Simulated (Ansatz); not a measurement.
## Hypothetical rutile SnS2: pressure series

The reference is SnS2 in the rutile structure (space group P4_2/mnm, No. 136; a = 6.071 Å, c = 3.787 Å; a hypothetical phase, not in the database extracts checked).

Cell and atoms are relaxed at each pressure.

All numbers come from PBEsol (Ansatz, a program for electronic structure), scalar-relativistic without spin-orbit coupling, earlier PAW set.

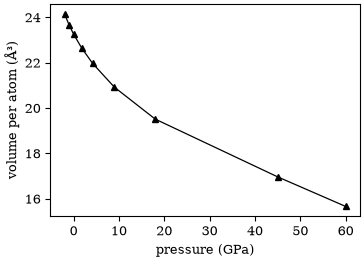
Figure. Volume per atom against pressure

**Question.** From the plot, what is the volume per atom for pressure 1.8 GPa?

**Answer.** About 22.6 Å³.

**Question.** Is the trend monotonic over the range shown?

**Answer.** Yes, it falls throughout, spanning 15.67 Å³ to 24.16 Å³.

A case with no gap was solved on a k-mesh chosen for an insulator, which is coarse for it. From pressure 60 GPa on, the axis ratios lie over 15 % from the base's, so the cell there is far from its starting form. Load acts through the strain it causes; cell and atoms are relaxed under it. Stability against distortions was not tested. No other phases were tried under pressure. The final runs are not spin-polarised.
